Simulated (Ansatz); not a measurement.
# Ga$_{4}$SbAs$_{3}$: what the fields show

Input

```
crystal:
  lattice:
    - [4.0941651626, 0.0, 0.0]
    - [0.0, 8.1866380325, 0.0]
    - [0.0, 0.0, 5.7732668314]
  atoms:
    - { symbol: As, position: [0.0, 0.2420996401, 0.0001723685] }
    - { symbol: Ga, position: [0.5, 0.2369364711, 0.758594411] }
    - { symbol: As, position: [0.5, 0.0, 0.5007149643] }
    - { symbol: Ga, position: [0.0, 0.0, 0.2585455791] }
    - { symbol: As, position: [0.0, 0.7579003599, 0.0001723685] }
    - { symbol: Ga, position: [0.5, 0.7630635289, 0.758594411] }
    - { symbol: Sb, position: [0.5, 0.5, 0.4996932774] }
    - { symbol: Ga, position: [0.0, 0.5, 0.22351262] }
kpoints:
  mp_grid: { grid: [6, 4, 4] }
  band_path:
    path:
      - [[0.0, 0.0, 0.0], [0.5, -9.985125694028e-34, -6.528655858558e-18], [0.5, 0.5, -6.528655858558e-18], [-4.173849293737e-52, 0.5, -1.247895552034e-34], [0.0, 0.0, 0.0], [-2.101197274328e-34, 2.113213989856e-51, 0.5], [0.5, -9.985125694028e-34, 0.5], [0.5, 0.5, 0.5], [-4.553367439912e-34, 0.5, 0.5], [-2.101197274328e-34, 2.113213989856e-51, 0.5]]
      - [[0.5, -9.985125694028e-34, -6.528655858558e-18], [0.5, -9.985125694028e-34, 0.5]]
      - [[-4.173849293737e-52, 0.5, -1.247895552034e-34], [-4.553367439912e-34, 0.5, 0.5]]
      - [[0.5, 0.5, -6.528655858558e-18], [0.5, 0.5, 0.5]]
    npoints: 10
hamiltonian:
  xc: pbe
scf:
  occupations: { method: fermi_dirac, width: 0.02 }
  n_extra_bands: 6
output:
  forces: true
  stress: true
  eigenvalues: true
  write_density: true
  write_potential: true
  elf: true
  volumetric_format: npy
```

Command:

```sh
ansatz run input.yaml --threads 4 --pin off --max-ram 6451MiB --backend cpu --events-out ev --progress --plain --runs-dir out
```

Below, planes, directions and counts refer to the conventional cell (a = 4.09 Å, b = 8.19 Å, c = 5.77 Å, α = 90.00°, β = 90.00°, γ = 90.00°).

Space group Pmm2; started from the ordered alloy on zincblende lattice prototype, which need not be the ambient phase; computed pressure about 3 GPa in this cell.

Level of theory: Ansatz, DFT, PBE, plane waves, PAW.

Core electrons are frozen (PAW), and the valence fields are smoothed inside the atomic spheres.

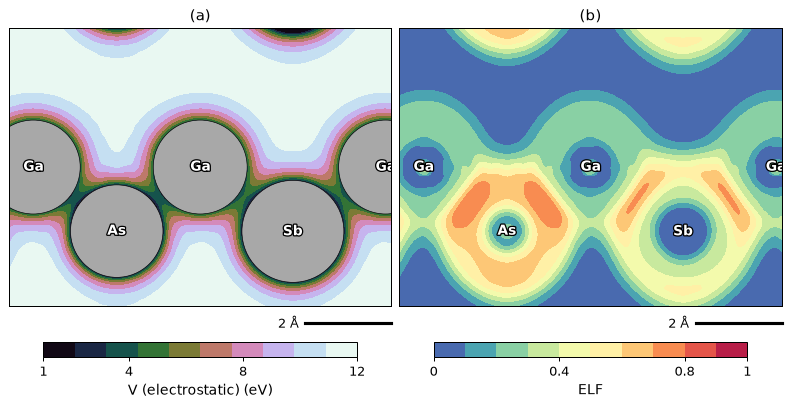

Figure 1. (a) electrostatic potential energy of an electron; (b) electron localisation function on the (100) plane of the conventional cell. Grey discs cover the atomic cores in the potential map.

### Interpret the plot.

Atoms in the plane: Ga, As and Sb. Ga–As (2.45 Å): the ELF peaks at about 0.80 between the atoms (localised, covalent bonding). Ga–Sb (2.62 Å): the ELF peaks at about 0.70 between the atoms. Outside the cores the potential energy rises away from the atoms and is highest about 2.4 Å from the nearest atoms; its zero is arbitrary.

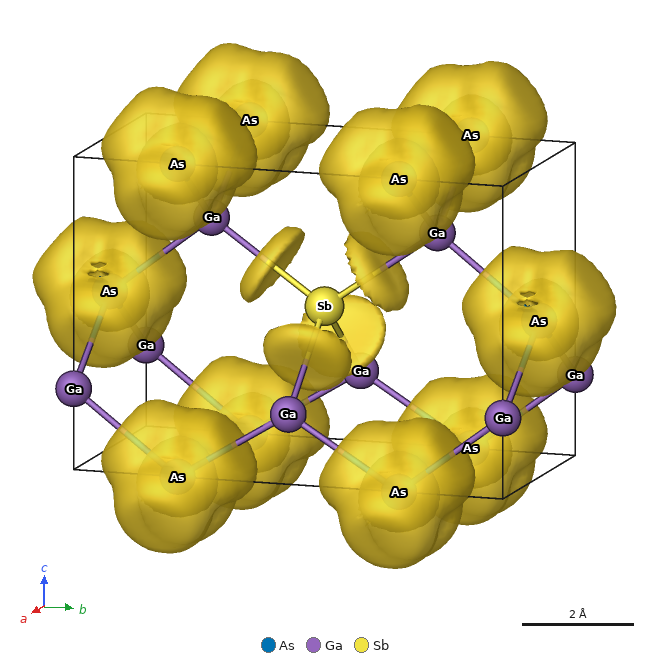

Figure 2. Isosurface of the electron localisation function at 0.6 (yellow), seen slightly off an axis. Core shells and regions of very low density are left out. Sticks mark near contacts.

### Where are the electrons localised?

The surface consists of four regions between bonded Ga–Sb atoms (shared pairs) and three regions on As in which the atom's valence shell and bonds are merged, counted in one cell of 8 atoms. Regions shared between cells count once. Along the contacts the grid gives the following. Ga–Sb (2.59 Å): the ELF peaks at about 0.70 between the atoms.
